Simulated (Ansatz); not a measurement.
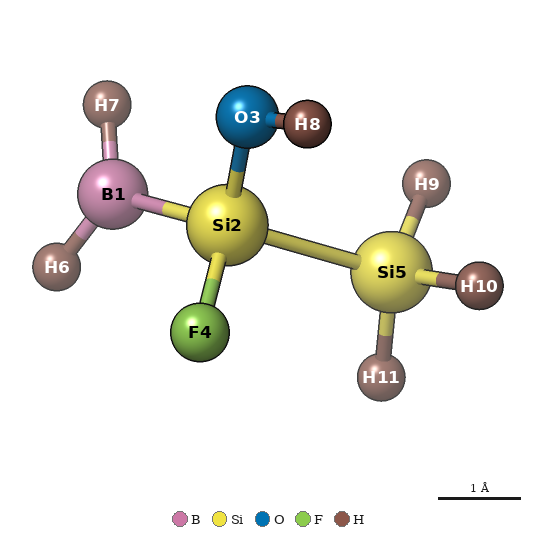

Orthographic view. Atoms fade into the background with distance from the viewer. The computed structure is the end point of a PBE-D4/def2-SVP optimisation. No frequency run is at hand to confirm it as a minimum.

Write a MOL file (V2000) with the atoms in numerical order, bonds sorted by atom number with the orders drawn, and coordinates in the frame of the picture: x right, y up, z towards the viewer, origin at the mean position.

```
BFH6OSi2
                    3D

 11 10  0  0  0  0  0  0  0  0999 V2000
   -1.9000    0.3900   -0.7600 B   0  0  0  0  0  0  0  0  0  0  0  0
   -0.4900    0.0100    0.6100 Si  0  0  1  0  0  4  0  0  0  0  0  0
   -0.2400    1.3400    1.6000 O   0  0  0  0  0  0  0  0  0  0  0  0
   -0.8200   -1.3100    1.5400 F   0  0  0  0  0  0  0  0  0  0  0  0
    1.5300   -0.5700   -0.5200 Si  0  0  0  0  0  4  0  0  0  0  0  0
   -2.5800   -0.5100   -1.2100 H   0  0  0  0  0  0  0  0  0  0  0  0
   -1.9600    1.4900   -1.2800 H   0  0  0  0  0  0  0  0  0  0  0  0
    0.5000    1.2500    2.2400 H   0  0  0  0  0  0  0  0  0  0  0  0
    1.9600    0.5200   -1.4700 H   0  0  0  0  0  0  0  0  0  0  0  0
    2.6100   -0.7400    0.5300 H   0  0  0  0  0  0  0  0  0  0  0  0
    1.4000   -1.8600   -1.2800 H   0  0  0  0  0  0  0  0  0  0  0  0
  1  2  1  0
  1  6  1  0
  1  7  1  0
  2  3  1  0
  2  4  1  0
  2  5  1  0
  3  8  1  0
  5  9  1  0
  5 10  1  0
  5 11  1  0
M  END
```
